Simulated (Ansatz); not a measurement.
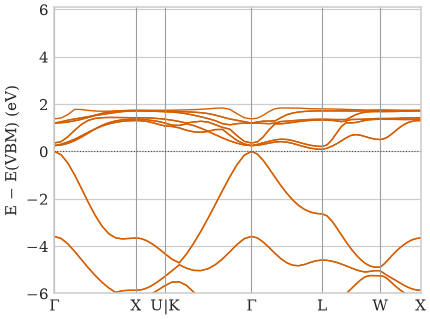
Figure: Band structure from r²SCAN with spin–orbit coupling in the plane-wave PAW code Ansatz

**Question.** Read off the gap and where the band edges lie.

**Answer.** About 0.1 eV (0.09 eV by a search for the band edges); maximum at Γ, minimum at L.

The material is LaH$_{3}$ in space group Fm-3m (No. 225; La on 4a, H on 4b, H on 8c).

The first step of the workflow began from a Materials Project structure, measured or hypothetical; the Crystallography Open Database copy checked does not list it. Its standing as an ambient phase is unchecked. The r²SCAN relaxation kept the symmetry of its start. At this level the phase is dynamically unstable (imaginary phonons).

Potentials: the later of the program's two PAW sets.
